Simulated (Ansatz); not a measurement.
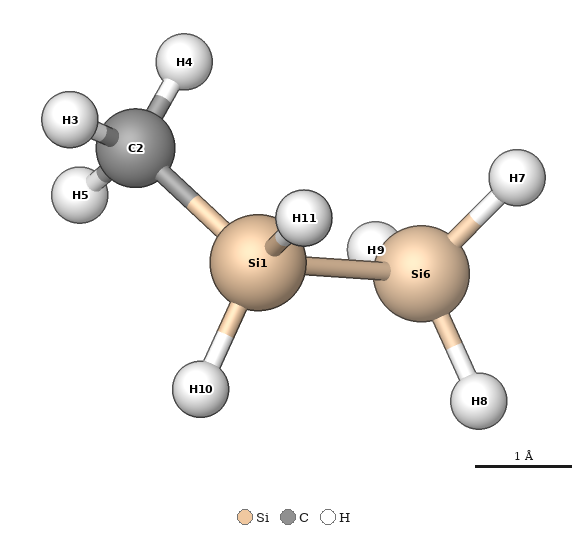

Figure 1. The starting structure (ball-and-stick view, seen at a tilt; atoms are numbered from 1 in the order of the input). Bond lengths as drawn: C–H 1.11 Å, C–Si 1.87 Å, H–Si 1.46 Å and Si–Si 2.22 Å.

# Run report: CH8Si2, geometry relaxation (part 1 of 2)

CH8Si2, computed with RKS BHLYP-D4/def2-SVP (Ansatz 0.2.0).

It belongs to a series of runs on one base structure; here: start relaxed. Figures and captions count atoms from 1; the log counts them from 0 in places.

**What the program printed**
```
The last accepted step is kept in [file] (removed where the run ends without a failure and the disk answers)
Engine: ansatz 0.2.0, aarch64-unknown-linux-gnu
Functional definition: BHLYP
  parameter a = 0.5
  exchange = (1 - a)*b88_x + a*exact_x
  correlation = lyp_c
944 factors; integrals over basis functions are off by at most 5.7e-4 eV
mean field evaluation 1: about -16913.3635 eV, gradient 3.1e1 eV
mean field evaluation 2: about -16914.0025 eV, gradient 2.6e1 eV
mean field evaluation 4: about -16915.8347 eV, gradient 3.3e-1 eV
mean field evaluation 8: about -16915.8445 eV, gradient 1.6e-3 eV
mean field -16915.84448513 eV, -621.6458188574 hartree, gradient 4.7e-5 eV, S^2 0.000000; 0 other end points of the search recorded, 0 dependent functions left out
the calculation of the forces begins
reference -16915.84466950 eV, -621.6458256327 hartree; 21, 21 occupied and 69, 69 virtual orbitals, 944 factors
relax step   1: F+E_penalty+E_count = -16916.11472112 eV  Δ(F+E_penalty+E_count) = +0.000e0 eV  max|allowed force component| = 1.046e0 eV/Å  Δτ_max = 0.0000 Å  (21 SCF iters, accepted)
these checks for a lower state are left out or cut short: starts, cluster_reference, orbital_swaps, neighbouring_geometries, increment
944 factors; integrals over basis functions are off by at most 6.0e-4 eV
mean field evaluation 16: about -16916.0345 eV, gradient 1.0e-1 eV
mean field -16916.03449316 eV, -621.6528015236 hartree, gradient 6.4e-6 eV, S^2 0.000000; 0 other end points of the search recorded, 0 dependent functions left out
the calculation of the forces begins
reference -16916.03468180 eV, -621.6528084559 hartree; 21, 21 occupied and 69, 69 virtual orbitals, 944 factors
relax step   2: F+E_penalty+E_count = -16916.29653349 eV  Δ(F+E_penalty+E_count) = -1.818e-1 eV  max|allowed force component| = 2.806e-1 eV/Å  Δτ_max = 0.1610 Å  (26 SCF iters, accepted)
these checks for a lower state are left out or cut short: starts, cluster_reference, orbital_swaps, neighbouring_geometries, increment
944 factors; integrals over basis functions are off by at most 6.2e-4 eV
mean field -16916.04813607 eV, -621.6533028912 hartree, gradient 4.2e-6 eV, S^2 0.000000; 0 other end points of the search recorded, 0 dependent functions left out
the calculation of the forces begins
reference -16916.04832499 eV, -621.6533098340 hartree; 21, 21 occupied and 69, 69 virtual orbitals, 944 factors
relax step   3: F+E_penalty+E_count = -16916.31063235 eV  Δ(F+E_penalty+E_count) = -1.410e-2 eV  max|allowed force component| = 1.266e-1 eV/Å  Δτ_max = 0.0721 Å  (26 SCF iters, accepted)
these checks for a lower state are left out or cut short: starts, cluster_reference, orbital_swaps, neighbouring_geometries, increment
944 factors; integrals over basis functions are off by at most 6.2e-4 eV
mean field evaluation 32: about -16916.0522 eV, gradient 9.2e-5 eV
mean field -16916.05224231 eV, -621.6534537928 hartree, gradient 4.3e-6 eV, S^2 0.000000; 0 other end points of the search recorded, 0 dependent functions left out
the calculation of the forces begins
reference -16916.05243137 eV, -621.6534607405 hartree; 21, 21 occupied and 69, 69 virtual orbitals, 944 factors
relax step   4: F+E_penalty+E_count = -16916.31437261 eV  Δ(F+E_penalty+E_count) = -3.740e-3 eV  max|allowed force component| = 3.208e-2 eV/Å  Δτ_max = 0.0449 Å  (25 SCF iters, accepted)
these checks for a lower state are left out or cut short: starts, cluster_reference, orbital_swaps, neighbouring_geometries, increment
944 factors; integrals over basis functions are off by at most 6.1e-4 eV
mean field -16916.06127536 eV, -621.6537857513 hartree, gradient 8.9e-6 eV, S^2 0.000000; 0 other end points of the search recorded, 0 dependent functions left out
the calculation of the forces begins
reference -16916.06146456 eV, -621.6537927043 hartree; 21, 21 occupied and 69, 69 virtual orbitals, 944 factors
relax step   5: F+E_penalty+E_count = -16916.32353501 eV  Δ(F+E_penalty+E_count) = -9.162e-3 eV  max|allowed force component| = 1.320e-2 eV/Å  Δτ_max = 0.1456 Å  (25 SCF iters, accepted)
these checks for a lower state are left out or cut short: starts, cluster_reference, orbital_swaps, neighbouring_geometries, increment
944 factors; integrals over basis functions are off by at most 6.6e-4 eV
mean field -16916.06266595 eV, -621.6538368547 hartree, gradient 1.2e-5 eV, S^2 0.000000; 0 other end points of the search recorded, 0 dependent functions left out
the calculation of the forces begins
reference -16916.06285449 eV, -621.6538437832 hartree; 21, 21 occupied and 69, 69 virtual orbitals, 944 factors
relax step   6: F+E_penalty+E_count = -16916.32502968 eV  Δ(F+E_penalty+E_count) = -1.495e-3 eV  max|allowed force component| = 2.708e-1 eV/Å  Δτ_max = 0.1950 Å  (25 SCF iters, accepted)
these checks for a lower state are left out or cut short: starts, cluster_reference, orbital_swaps, neighbouring_geometries, increment
944 factors; integrals over basis functions are off by at most 6.2e-4 eV
mean field -16916.06863482 eV, -621.6540562065 hartree, gradient 4.3e-6 eV, S^2 0.000000; 0 other end points of the search recorded, 0 dependent functions left out
the calculation of the forces begins
reference -16916.06882326 eV, -621.6540631314 hartree; 21, 21 occupied and 69, 69 virtual orbitals, 944 factors
relax step   7: F+E_penalty+E_count = -16916.33075040 eV  Δ(F+E_penalty+E_count) = -5.721e-3 eV  max|allowed force component| = 1.139e-1 eV/Å  Δτ_max = 0.0323 Å  (26 SCF iters, accepted)
these checks for a lower state are left out or cut short: starts, cluster_reference, orbital_swaps, neighbouring_geometries, increment
944 factors; integrals over basis functions are off by at most 6.5e-4 eV
mean field -16916.07132624 eV, -621.6541551142 hartree, gradient 8.9e-5 eV, S^2 0.000000; 0 other end points of the search recorded, 0 dependent functions left out
the calculation of the forces begins
reference -16916.07151424 eV, -621.6541620231 hartree; 21, 21 occupied and 69, 69 virtual orbitals, 944 factors
relax step   8: F+E_penalty+E_count = -16916.33346006 eV  Δ(F+E_penalty+E_count) = -2.710e-3 eV  max|allowed force component| = 7.455e-3 eV/Å  Δτ_max = 0.0659 Å  (23 SCF iters, accepted)
these checks for a lower state are left out or cut short: starts, cluster_reference, orbital_swaps, neighbouring_geometries, increment
944 factors; integrals over basis functions are off by at most 7.4e-4 eV
mean field evaluation 64: about -16916.0722 eV, gradient 3.8e-5 eV
mean field -16916.07215548 eV, -621.6541855883 hartree, gradient 8.0e-6 eV, S^2 0.000000; 0 other end points of the search recorded, 0 dependent functions left out
the calculation of the forces begins
reference -16916.07234326 eV, -621.6541924893 hartree; 21, 21 occupied and 69, 69 virtual orbitals, 944 factors
relax step   9: F+E_penalty+E_count = -16916.33406674 eV  Δ(F+E_penalty+E_count) = -6.067e-4 eV  max|allowed force component| = 1.316e-1 eV/Å  Δτ_max = 0.1445 Å  (25 SCF iters, accepted)
these checks for a lower state are left out or cut short: starts, cluster_reference, orbital_swaps, neighbouring_geometries, increment
944 factors; integrals over basis functions are off by at most 7.2e-4 eV
mean field -16916.07302170 eV, -621.6542174213 hartree, gradient 1.3e-5 eV, S^2 0.000000; 0 other end points of the search recorded, 0 dependent functions left out
the calculation of the forces begins
reference -16916.07320927 eV, -621.6542243144 hartree; 21, 21 occupied and 69, 69 virtual orbitals, 944 factors
relax step  10: F+E_penalty+E_count = -16916.33515386 eV  Δ(F+E_penalty+E_count) = -1.087e-3 eV  max|allowed force component| = 2.482e-2 eV/Å  Δτ_max = 0.0161 Å  (21 SCF iters, accepted)
these checks for a lower state are left out or cut short: starts, cluster_reference, orbital_swaps, neighbouring_geometries, increment
944 factors; integrals over basis functions are off by at most 7.2e-4 eV
mean field -16916.07328873 eV, -621.6542272346 hartree, gradient 6.7e-6 eV, S^2 0.000000; 0 other end points of the search recorded, 0 dependent functions left out
the calculation of the forces begins
reference -16916.07347629 eV, -621.6542341273 hartree; 21, 21 occupied and 69, 69 virtual orbitals, 944 factors
relax step  11: F+E_penalty+E_count = -16916.33541984 eV  Δ(F+E_penalty+E_count) = -2.660e-4 eV  max|allowed force component| = 7.883e-4 eV/Å  Δτ_max = 0.0082 Å  (20 SCF iters, accepted)
```

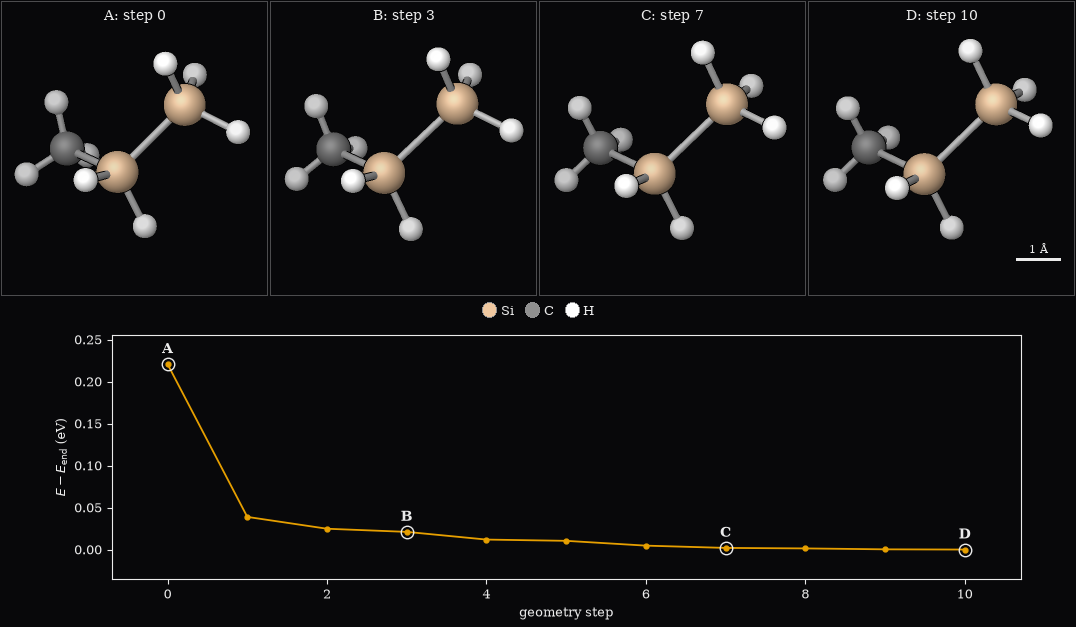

Figure 2. Frames of the relaxation (ball-and-stick view, seen at a tilt) above the curves, on which the letters mark them (the first geometry is step 0 here and step 1 in the log).

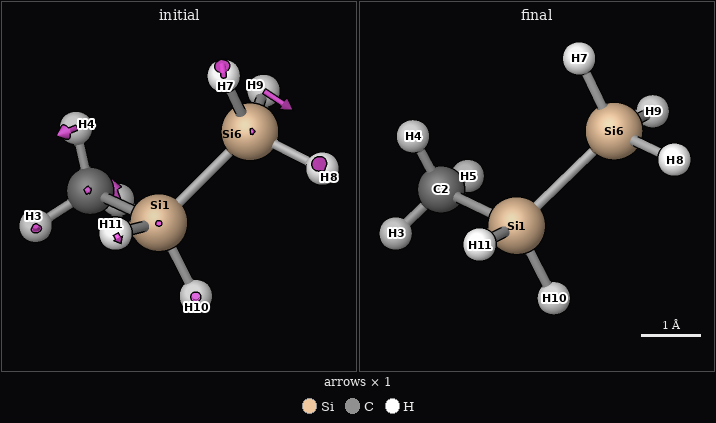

Figure 3. Before (left) and after (right) the relaxation, at one scale (ball-and-stick view, seen at a tilt). The pink arrows give the displacements, at true length. After 10 geometry steps the energy has fallen by 0.221 eV. The largest force component goes from 1 to 0.00079 eV/Å. H9 moves most after the best rigid fit: 0.64 Å. Largest moves by element: H 0.64 Å, C 0.14 Å, Si 0.11 Å. Among the contacts that change: Si1–Si6 2.220 → 2.347 Å, Si1–H10 1.459 → 1.485 Å, Si6–H7 1.460 → 1.485 Å, C2–H3 1.110 → 1.094 Å. (Atoms are counted from 1 in the order of the input.)

```
944 factors; integrals over basis functions are off by at most 7.2e-4 eV
mean field -16916.07328873 eV, -621.6542272346 hartree, gradient 6.7e-6 eV, S^2 0.000000; 1 other end points of the search recorded, 0 dependent functions left out
the calculation of the forces begins
reference -16916.07347629 eV, -621.6542341273 hartree; 21, 21 occupied and 69, 69 virtual orbitals, 944 factors
Total energy: -16916.33560740 eV, -621.6638672678 hartree
Atom 0 at    -0.037363     0.069228     0.036281 Å, force     0.000101     0.000069    -0.000419 eV/Å
Atom 1 at    -0.048171    -0.125591     1.907526 Å, force     0.000729    -0.000149     0.000599 eV/Å
Atom 2 at    -1.071302    -0.124101     2.293479 Å, force    -0.000239    -0.000066     0.000082 eV/Å
Atom 3 at     0.424757    -1.066104     2.203398 Å, force    -0.000324    -0.000600    -0.000291 eV/Å
Atom 4 at     0.496292     0.693031     2.386272 Å, force    -0.000131     0.000114     0.000224 eV/Å
Atom 5 at     2.157822     0.063768    -0.793061 Å, force    -0.000584     0.000087     0.000420 eV/Å
Atom 6 at     2.829767    -1.217741    -0.459621 Å, force     0.000788     0.000375     0.000310 eV/Å
Atom 7 at     2.174398     0.234316    -2.266755 Å, force     0.000101    -0.000611     0.000067 eV/Å
Atom 8 at     2.939949     1.168409    -0.182256 Å, force     0.000502     0.000189    -0.000674 eV/Å
Atom 9 at    -0.694471     1.344102    -0.350334 Å, force    -0.000367     0.000360    -0.000082 eV/Å
Atom 10 at    -0.794478    -1.039317    -0.599729 Å, force    -0.000577     0.000231    -0.000235 eV/Å
Dipole moment:    -0.055702    -0.014779     0.163727 e Å
```
